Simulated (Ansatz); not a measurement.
# CHClFNSi (SMILES N#C[SiH](F)Cl): levels of theory compared

Aim: a comparison of 4 runs (HF/3-21G, B3LYP/6-31G*, B3LYP/6-31+G*, CAM-B3LYP/cc-pVTZ) of CHClFNSi. 

Program for the calculation: Ansatz 0.2.0.

2 further runs of the same task are left out: 1 for a known fault of the program, 1 that didn't finish.

## Step 1: The structure to begin with

CHClFNSi has 6 atoms, charge 0, and is taken as a singlet. As SMILES, `N#C[SiH](F)Cl`. The shape is that of a PBE0-D4/def2-TZVP optimisation.

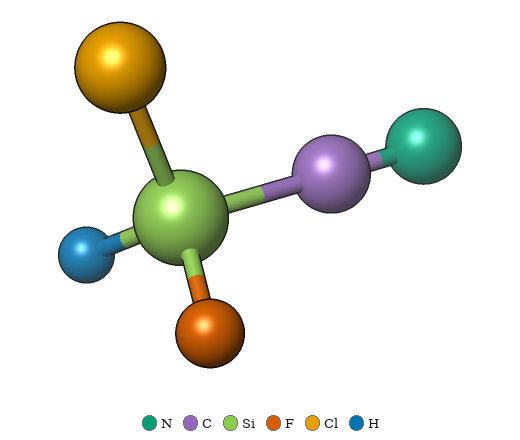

The structure, seen from a chosen angle (nitrogen teal, carbon purple, silicon green, fluorine orange, chlorine amber, hydrogen blue).

## Step 2: Energy and forces at HF/3-21G (run 1)

The input, run.yaml:

```yaml
crystal:
  periodic: [false, false, false]
  atoms:
    - symbol: N
      position_ang: [-1.977800, 0.308700, 1.400100]
    - symbol: C
      position_ang: [-1.043300, 0.191200, 0.738300]
    - symbol: Si
      position_ang: [0.411900, -0.001400, -0.370200]
    - symbol: F
      position_ang: [1.492700, 1.050000, 0.097500]
    - symbol: Cl
      position_ang: [1.130200, -1.872300, -0.149400]
    - symbol: H
      position_ang: [0.028400, 0.259800, -1.762400]
basis:
  gaussian:
    orbitals: 3-21G.json
accuracy: high
total_charge: 0
output: {forces: true, orbitals: {seedname: orbitals}}
hamiltonian:
  xc: hf
```

The basis set 3-21G is read from a file made from the Basis Set Exchange's data (not shown).

Started as:

```console
$ ansatz run run.yaml --threads 1 --pin off --max-ram 2610MiB --events-out events.jsonl --progress --plain --runs-dir runs
```

The log of the run:

```text
Warning: RAYON_NUM_THREADS=1 ignored (pool sized by the plan → 1); use --threads N
Functional definition: HF
  name "HF"
  exchange = exact_x
  correlation = 0
1228 factors; integrals over basis functions are off by at most 1.1e-8 eV
mean field evaluation 1: about -25468.4874 eV, gradient 3.5e1 eV
mean field evaluation 2: about -25468.8241 eV, gradient 3.5e1 eV
mean field evaluation 4: about -25471.8772 eV, gradient 3.6e0 eV
mean field evaluation 8: about -25471.9324 eV, gradient 3.5e-1 eV
mean field evaluation 16: about -25471.9329 eV, gradient 1.6e-8 eV
mean field -25471.93294542 eV, -936.0762702481 hartree, gradient 1.9e-8 eV, S^2 0.000000; 0 other end points of the search recorded, 0 dependent functions left out
the calculation of the forces begins
reference -25471.93294542 eV, -936.0762702481 hartree; 27, 27 occupied and 28, 28 virtual orbitals, 1228 factors
Total energy: -25471.93294542 eV, -936.0762702481 hartree
Atom 0 at    -1.977800     0.308700     1.400100 Å, force     1.150243    -0.135554    -0.765185 eV/Å
Atom 1 at    -1.043300     0.191200     0.738300 Å, force    -1.456289     0.127585     0.869921 eV/Å
Atom 2 at     0.411900    -0.001400    -0.370200 Å, force    -1.957102     1.225467    -1.055852 eV/Å
Atom 3 at     1.492700     1.050000     0.097500 Å, force     1.336601     1.211300     0.512823 eV/Å
Atom 4 at     1.130200    -1.872300    -0.149400 Å, force     0.903453    -2.343089     0.241067 eV/Å
Atom 5 at     0.028400     0.259800    -1.762400 Å, force     0.023095    -0.085708     0.197227 eV/Å
Dipole moment:     0.050078     0.113745    -0.514424 e Å
```

Wall time 0.7 s (1 thread of AMD EPYC 9R45 (Zen 5), shared host); peak memory 0.15 GiB.

## Step 3: Energy and gradient at B3LYP/6-31G(d) (Cartesian functions) (run 2)

The input, in.yaml:

```yaml
crystal:
  periodic: [false, false, false]
  atoms:
    - {symbol: "N", position_ang: [-1.977800, 0.308700, 1.400100]}
    - {symbol: C, position_ang: [-1.043300, 0.191200, 0.738300]}
    - {symbol: Si, position_ang: [0.411900, -0.001400, -0.370200]}
    - {symbol: F, position_ang: [1.492700, 1.050000, 0.097500]}
    - {symbol: Cl, position_ang: [1.130200, -1.872300, -0.149400]}
    - {symbol: H, position_ang: [0.028400, 0.259800, -1.762400]}
basis:
  gaussian:
    orbitals: "6-31G*"
hamiltonian:
  xc: {name: B3LYP}
accuracy: high
output: {forces: true, orbitals: {seedname: orbitals}}
```

Started as:

```console
$ ansatz run in.yaml --threads 1 --pin off --max-ram 2610MiB --events-out events.jsonl --progress --plain --runs-dir runs
```

The log of the run, shortened:

```text
Warning: RAYON_NUM_THREADS=1 ignored (pool sized by the plan → 1); use --threads N
Functional definition: B3LYP
  name "B3LYP"
[...]
1728 factors; integrals over basis functions are off by at most 3.7e-9 eV
[...]
mean field -25662.65998973 eV, -943.0853598467 hartree, gradient 4.7e-8 eV, S^2 0.000000; 0 other end points of the search recorded, 0 dependent functions left out
[...]
reference -25662.66002601 eV, -943.0853611802 hartree; 27, 27 occupied and 58, 58 virtual orbitals, 1728 factors
Total energy: -25662.66002601 eV, -943.0853611802 hartree
Atom 0 at    -1.977800     0.308700     1.400100 Å, force    -1.193542     0.149494     0.846628 eV/Å
Atom 1 at    -1.043300     0.191200     0.738300 Å, force     1.087711    -0.140699    -0.799385 eV/Å
Atom 2 at     0.411900    -0.001400    -0.370200 Å, force    -0.597316     0.044517    -0.247977 eV/Å
Atom 3 at     1.492700     1.050000     0.097500 Å, force     0.526327     0.507872     0.212805 eV/Å
Atom 4 at     1.130200    -1.872300    -0.149400 Å, force     0.198161    -0.540188     0.034237 eV/Å
Atom 5 at     0.028400     0.259800    -1.762400 Å, force    -0.021342    -0.020995    -0.046308 eV/Å
Dipole moment:     0.238113    -0.021757    -0.447722 e Å
```

Wall time 4.5 s (1 thread of AMD EPYC 9R45 (Zen 5), shared host); peak memory 0.29 GiB.

## Step 4: Energy and forces at B3LYP/6-31+G(d) (spherical functions) (run 3)

The input, run.yaml:

```yaml
basis:
  gaussian: {orbitals: 6-31+G_st_-spherical.json}
crystal:
  periodic: [false, false, false]
  atoms:
    - {symbol: N, position_ang: [-1.977800, 0.308700, 1.400100]}
    - {symbol: C, position_ang: [-1.043300, 0.191200, 0.738300]}
    - {symbol: Si, position_ang: [0.411900, -0.001400, -0.370200]}
    - {symbol: F, position_ang: [1.492700, 1.050000, 0.097500]}
    - {symbol: Cl, position_ang: [1.130200, -1.872300, -0.149400]}
    - {symbol: H, position_ang: [0.028400, 0.259800, -1.762400]}
output: {forces: true, orbitals: {seedname: orbitals}}
hamiltonian: {xc: {name: B3LYP}}
accuracy: high
magnetization: {spin_polarized: false, initial_magnetization: 0}
```

The basis set 6-31+G* is read from a file made from the Basis Set Exchange's data (not shown).

Started as:

```console
$ ansatz run run.yaml --threads 1 --pin off --max-ram 2610MiB --events-out events.jsonl --progress --plain --runs-dir runs
```

The log of the run, shortened:

```text
Warning: RAYON_NUM_THREADS=1 ignored (pool sized by the plan → 1); use --threads N
Functional definition: B3LYP
  name "B3LYP"
[...]
2025 factors; integrals over basis functions are off by at most 3.8e-9 eV
[...]
mean field -25662.80554523 eV, -943.0907089130 hartree, gradient 2.9e-8 eV, S^2 0.000000; 0 other end points of the search recorded, 0 dependent functions left out
[...]
reference -25662.80558731 eV, -943.0907104593 hartree; 27, 27 occupied and 73, 73 virtual orbitals, 2025 factors
Total energy: -25662.80558731 eV, -943.0907104593 hartree
Atom 0 at    -1.977800     0.308700     1.400100 Å, force    -1.241350     0.158157     0.880470 eV/Å
Atom 1 at    -1.043300     0.191200     0.738300 Å, force     1.068255    -0.112955    -0.765180 eV/Å
Atom 2 at     0.411900    -0.001400    -0.370200 Å, force    -0.846449    -0.307585    -0.478571 eV/Å
Atom 3 at     1.492700     1.050000     0.097500 Å, force     0.798812     0.771800     0.335344 eV/Å
Atom 4 at     1.130200    -1.872300    -0.149400 Å, force     0.215666    -0.505934     0.035953 eV/Å
Atom 5 at     0.028400     0.259800    -1.762400 Å, force     0.005066    -0.003482    -0.008016 eV/Å
Dipole moment:     0.252192    -0.069209    -0.480668 e Å
```

Wall time 6 s (1 thread of AMD EPYC 9R45 (Zen 5), shared host); peak memory 0.37 GiB.

## Step 5: Energy and forces at CAM-B3LYP/cc-pVTZ (run 4)

The input, molecule.yaml:

```yaml
crystal:
  periodic: [false, false, false]
  atoms:
    - {symbol: "N", position_ang: [-1.977800, 0.308700, 1.400100]}
    - {symbol: C, position_ang: [-1.043300, 0.191200, 0.738300]}
    - {symbol: Si, position_ang: [0.411900, -0.001400, -0.370200]}
    - {symbol: F, position_ang: [1.492700, 1.050000, 0.097500]}
    - {symbol: Cl, position_ang: [1.130200, -1.872300, -0.149400]}
    - {symbol: H, position_ang: [0.028400, 0.259800, -1.762400]}
basis:
  gaussian:
    orbitals: cc-pVTZ
accuracy: high
output: {forces: true, orbitals: {seedname: orbitals}}
hamiltonian:
  xc: {name: CAM-B3LYP}
```

Started as:

```console
$ ansatz run molecule.yaml --threads 1 --pin off --max-ram 2610MiB --events-out events.jsonl --progress --plain --runs-dir runs
```

The log of the run, shortened:

```text
Warning: RAYON_NUM_THREADS=1 ignored (pool sized by the plan → 1); use --threads N
Functional definition: CAM-B3LYP
  name "CAM-B3LYP"
[...]
2835 factors; integrals over basis functions are off by at most 3.5e-9 eV
458 factors; integrals over basis functions are off by at most 1.5e-9 eV
[...]
mean field -25664.64812211 eV, -943.1584223644 hartree, gradient 2.3e-8 eV, S^2 0.000000; 0 other end points of the search recorded, 0 dependent functions left out
[...]
reference -25664.64814040 eV, -943.1584230365 hartree; 27, 27 occupied and 145, 145 virtual orbitals, 2835 factors
Total energy: -25664.64814040 eV, -943.1584230365 hartree
Atom 0 at    -1.977800     0.308700     1.400100 Å, force     0.519899    -0.062827    -0.367487 eV/Å
Atom 1 at    -1.043300     0.191200     0.738300 Å, force    -0.574867     0.083710     0.413897 eV/Å
Atom 2 at     0.411900    -0.001400    -0.370200 Å, force    -0.274724     0.003212    -0.255996 eV/Å
Atom 3 at     1.492700     1.050000     0.097500 Å, force     0.203409     0.184451     0.092735 eV/Å
Atom 4 at     1.130200    -1.872300    -0.149400 Å, force     0.093246    -0.189793     0.019578 eV/Å
Atom 5 at     0.028400     0.259800    -1.762400 Å, force     0.033037    -0.018753     0.097273 eV/Å
Dipole moment:     0.284958    -0.084412    -0.465822 e Å
```

It took 13 s on 1 thread of AMD EPYC 9R45 (Zen 5), shared host; peak memory 0.86 GiB.

## Step 6: All runs side by side

```csv
run,level,Cartesian functions,energy (Eh),dipole moment (D),HOMO energy (eV),LUMO energy (eV),wall time
1,HF/3-21G,no,-936.076270,2.54,-13.61,2.48,0.7 s
2,B3LYP/6-31G* (Cartesian functions),yes,-943.085361,2.44,-9.70,-1.38,4.5 s
3,B3LYP/6-31+G* (spherical functions),no,-943.090710,2.63,-9.90,-1.75,6 s
4,CAM-B3LYP/cc-pVTZ,no,-943.158423,2.65,-11.52,-0.26,13 s
```

## Step 7: Summary of results

| quantity | value |
| --- | --- |
| run 4: total energy | -943.15842 Eh |
| run 4: dipole moment | 2.65 D |
| run 4: HOMO energy | -11.52 eV |
| run 4: LUMO energy | -0.26 eV |
| run 4: HOMO–LUMO gap | 11.27 eV |
| run 4: largest force on an atom | 0.713 eV/Å |

In words: The dipole moment (its size) runs from 2.44 D (B3LYP/6-31G*) to 2.65 D (CAM-B3LYP/cc-pVTZ). The two ends differ in method and basis. The HOMO–LUMO gap runs from 8.15 eV (B3LYP/6-31+G*) to 16.09 eV (HF/3-21G). Totals of different functionals can't be ranked against each other. All runs together took 24 s, the longest 13 s.
